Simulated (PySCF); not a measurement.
C₃H₁₁NSi₃ (SMILES C=C[SiH2]C1[SiH2]N[SiH2]1)

Input

```
{"job": {"kind": "uv", "xc": "CAM-B3LYP", "basis": "def2-SVPD", "nstates": 8, "ntriplets": 3}, "charge": 0, "multiplicity": 1}
C      2.677542    -0.917660     0.150828
C      2.297632    -0.487318    -1.040838
Si     0.642092     0.332957    -1.425903
C     -0.263985     0.794280     0.161926
Si    -2.048096     1.479452     0.014798
N     -2.478902     0.119717     1.010688
Si    -0.925672    -0.621980     1.273588
H      3.632670    -1.390961     0.328004
H      2.039121    -0.816210     1.014819
H      2.981577    -0.617689    -1.871693
H      0.921899     1.541873    -2.224232
H     -0.140880    -0.596502    -2.256112
H      0.376848     1.474932     0.723223
H     -2.299886     2.770866     0.662224
H     -2.670472     1.440066    -1.308963
H     -3.384253    -0.166867     1.341997
H     -0.855848    -1.988346     0.753274
H     -0.510148    -0.590946     2.680715
```

Launched as:

```sh
OMP_NUM_THREADS=1 python probes_run.py task.json out
```

Geometry: GFN2-xTB.

These are results of CAM-B3LYP/def2-SVPD, SCF density, gas phase in PySCF 2.14.0, not measurements.

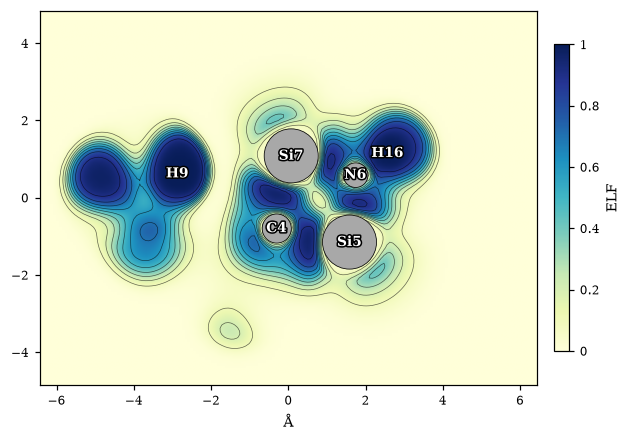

Figure 1. ELF on the plane of atoms Si5, N6 and H16. Grey discs cover the atomic cores.

What does the map show?

Answer. The plane passes through C, Si, N and H nuclei.
Si–N (1.74 Å): the ELF peaks at about 0.90 between the atoms: a polar covalent bond.
N–H (1.01 Å): the ELF climbs to about 1 towards the hydrogen, as it does in any bond to H; a covalent bond by its length.

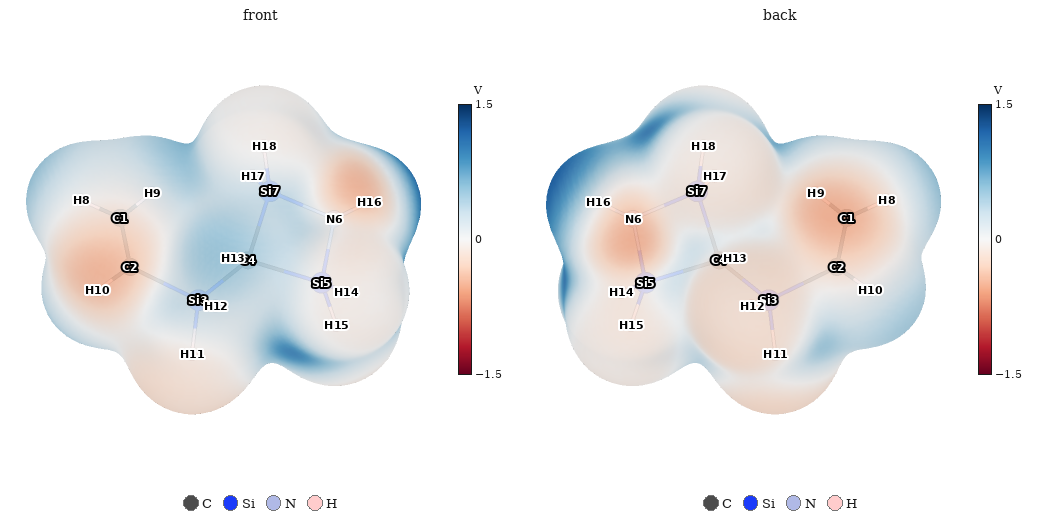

Figure 2. The molecular electrostatic potential painted on the density surface at 0.001 e/bohr³, seen from the front and from behind; the colour scale runs from red (negative) to blue (positive).

Describe the electrostatic potential map.

Answer. The most negative region (about −0.5 V, or −12 kcal/mol for a unit charge) lies over C1, C2 and N6, the most positive (about +1.1 V, or +25 kcal/mol for a unit charge) over H16.

How polar is the molecule by this calculation?

Answer. Its dipole moment is 0.80 D.
